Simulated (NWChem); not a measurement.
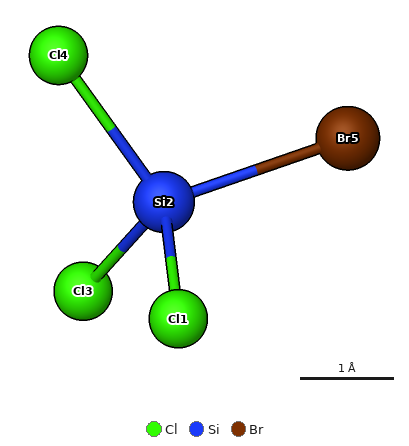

**Figure 1.** The input geometry (ball-and-stick view, seen at a tilt; atoms are numbered from 1 in the order of the input).

## Energy and gradient calculation of SiBrCl$_{3}$

The run: energy and gradient calculation of SiBrCl$_{3}$. Method and program: TPSS/cc-pVDZ, RKS (NWChem 7.3.0).

The geometry comes from this level: PBE0-D4/def2-TZVP.

**Input**
```python
from ase.io import read
from ase.calculators.nwchem import NWChem

mol = read('job.xyz')

calc = NWChem(
    label='job',
    theory='dft',
    memory='2200 mb',
    basis='cc-pVDZ',
    basispar='spherical bse',
    dft={'xc': 'xtpss03 ctpss03', 'mult': '1', 'grid': 'fine', 'convergence': 'energy 1e-08', 'iterations': '100', 'mulliken': None},
)
mol.calc = calc

forces = mol.get_forces()
e = mol.get_potential_energy()
print(f"E = {e:.6f} eV")
print("forces (eV/A):")
for s, f in zip(mol.symbols, forces):
    print(f"{s:2s} {f[0]:10.5f} {f[1]:10.5f} {f[2]:10.5f}")
print("dipole (e A):", mol.get_dipole_moment().round(4))
```

**File job.xyz**
```
5
BrCl3Si
Cl    -0.852900    -0.217700     1.821600
Si     0.003400    -0.042600    -0.003200
Cl     1.690500    -1.158200    -0.059200
Cl    -1.285700    -0.709700    -1.412800
Br     0.494400     2.054400    -0.387900
```

**File job.nwi**
```
title "job"

permanent_dir job

scratch_dir job

start job

geometry units angstrom nocenter noautosym noautoz
  Cl -8.5289999999999999e-01 -2.1770000000000000e-01 1.8216000000000001e+00
  Si 3.3999999999999998e-03 -4.2599999999999999e-02 -3.2000000000000002e-03
  Cl 1.6904999999999999e+00 -1.1581999999999999e+00 -5.9200000000000003e-02
  Cl -1.2857000000000001e+00 -7.0970000000000000e-01 -1.4128000000000001e+00
  Br 4.9440000000000001e-01 2.0543999999999998e+00 -3.8790000000000002e-01
end

memory 2200 mb

basis spherical bse noprint
   * library cc-pVDZ
end

dft
  xc xtpss03 ctpss03
  mult 1
  grid fine
  convergence energy 1e-08
  iterations 100
  mulliken
end

task dft gradient
```

Launched with:
```bash
export ASE_NWCHEM_COMMAND="nwchem PREFIX.nwi > PREFIX.nwo"
python run.py
```

**Log**
```
E = -115496.290050 eV
forces (eV/A):
Cl   -0.39991   -0.08649    0.85062
Si    0.07646    0.32236   -0.05908
Cl    0.78357   -0.52394   -0.02520
Cl   -0.60148   -0.31568   -0.65558
Br    0.14136    0.60375   -0.11076
dipole (e A): [ 0.0074  0.032  -0.0059]
```

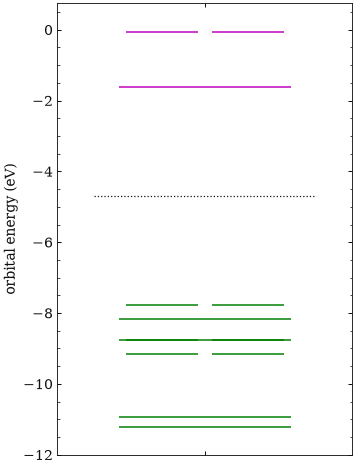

**Figure 2.** Orbital energies near the frontier; the dotted line parts filled from empty levels, and levels within 0.02 eV of each other stand side by side. Highest filled −7.78 eV, lowest empty −1.61 eV, 6.17 eV apart.

**Summary**

```csv
quantity,value
outcome,converged
total energy,−4244.410408 hartree
basis functions,99
largest force,0.944 eV/Å
HOMO,−7.78 eV
LUMO,−1.61 eV
dipole moment,0.16 D
hardware,"1 thread of Intel Xeon (Sapphire Rapids), 16 GiB of memory available, shared host"
wall time,3.4 min
peak memory,0.13 GiB
```
